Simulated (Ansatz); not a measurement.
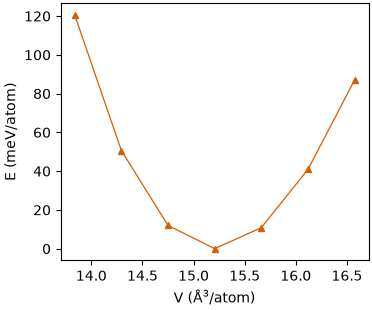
SiW3 in space group Fm-3m (No. 225; Si on 4a, W on 4b, W on 8c) under volume change, DFT-PBE in the program Ansatz with PAW potentials, scaled uniformly.

Q: What does a third-order Birch–Murnaghan fit give for V₀, B₀ and B′?

A: V₀ = 15.21 Å³/atom, B₀ = 264 GPa, B′ = 4.4.

The cell is a constructed one: a structure type filled with these elements; neither database checked (COD, Materials Project) lists it. Whether it is the stable phase at ambient conditions was not checked. The PBE relaxation kept the symmetry of its start; whether a distortion lowers the energy is not shown. The run is not spin-polarised. Scalar-relativistic: spin–orbit coupling is off unless named, which matters more the heavier the elements.

Potentials: the later of the program's two PAW sets.
